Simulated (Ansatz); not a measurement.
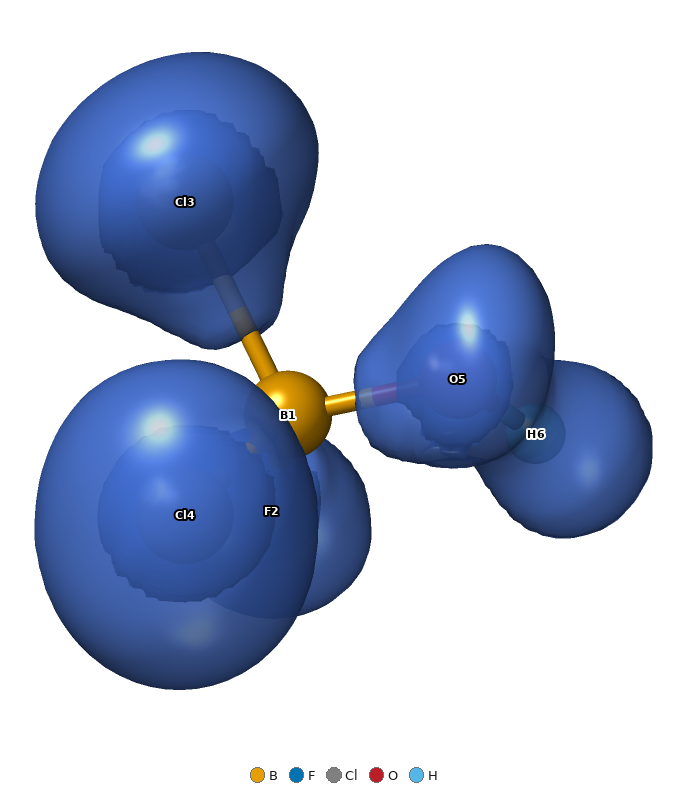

The picture shows: BCl$_{2}$FHO (doublet). Isosurface of the electron localisation function at 0.75 (blue), seen at a tilt. Only the valence region is drawn (cores and ρ < 0.01 e/Å³ removed).

Level of theory: UKS PBE-D4/def2-SVP (Ansatz 0.2.0).

Input

```
crystal:
  periodic: [false, false, false]
  atoms:
    - { symbol: B, position_ang: [0.059491, -0.276583, 0.759493] }
    - { symbol: F, position_ang: [0.122976, -1.610282, 0.738392] }
    - { symbol: Cl, position_ang: [1.453385, 0.536918, -0.16243] }
    - { symbol: Cl, position_ang: [-1.605008, 0.381589, 0.092869] }
    - { symbol: O, position_ang: [-0.045008, 0.394259, 2.100734] }
    - { symbol: H, position_ang: [-0.500236, -0.227, 2.718042] }
magnetization:
  spin_polarized: true
  initial_magnetization: 1
basis:
  gaussian: { orbitals: def2-SVP }
hamiltonian:
  xc: pbe
  dispersion: d4
relax:
  f_tol: 0.03
  max_steps: 50
output:
  orbitals: {}
```

Launched as:

```sh
ansatz run input.yaml --threads 2 --pin off --max-ram 3072MiB --backend cpu --events-out ev --progress --plain --runs-dir out
```

The fields are those of the relaxed geometry.

What do the ELF domains correspond to?

The ELF exceeds this value in two regions on Cl in which the atom's valence shell and bonds are merged, one region on F in which the atom's valence shell and bonds are merged and one joined region spread over several atoms (H, O), in which their bonds and any lone pairs are merged. Profiles from the grid: B–F (1.36 Å): the ELF peaks at about 0.90 between the atoms: a polar covalent bond. B–O (1.44 Å): the ELF peaks at about 0.90 between the atoms, as expected for a polar covalent bond.
